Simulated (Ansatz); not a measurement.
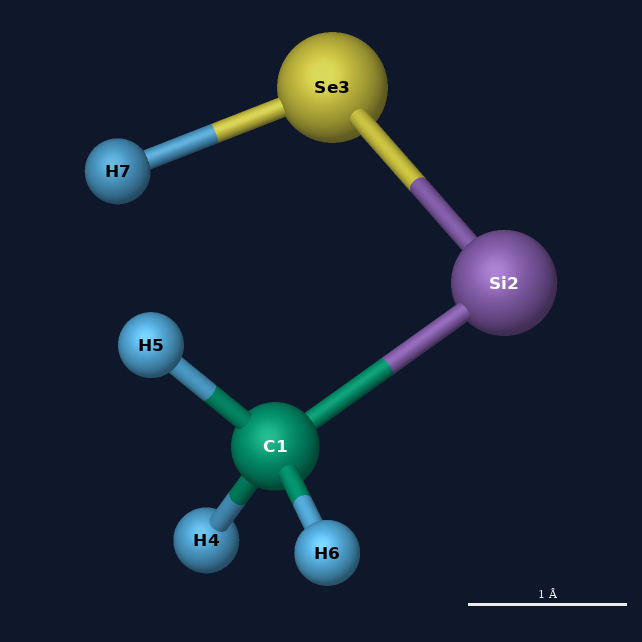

Numbered structure. The computed structure is the end point of a PBE0-D4/def2-TZVP optimisation. No frequency run is at hand to confirm it as a minimum.

Q: What is the geometry at C1?

A: C1 has 4 neighbours (Si2 at 1.90, H4 at 1.10, H5 at 1.09, H6 at 1.09 Å); the arrangement is tetrahedral.

Q: How are the neighbours of atom 3 arranged?

A: Se3 has 2 neighbours (Si2 at 2.28, H7 at 1.47 Å); the arrangement is bent.

Q: Describe the coordination of atom 2.

A: Si2 has 2 neighbours (C1 at 1.90, Se3 at 2.28 Å); the arrangement is bent.
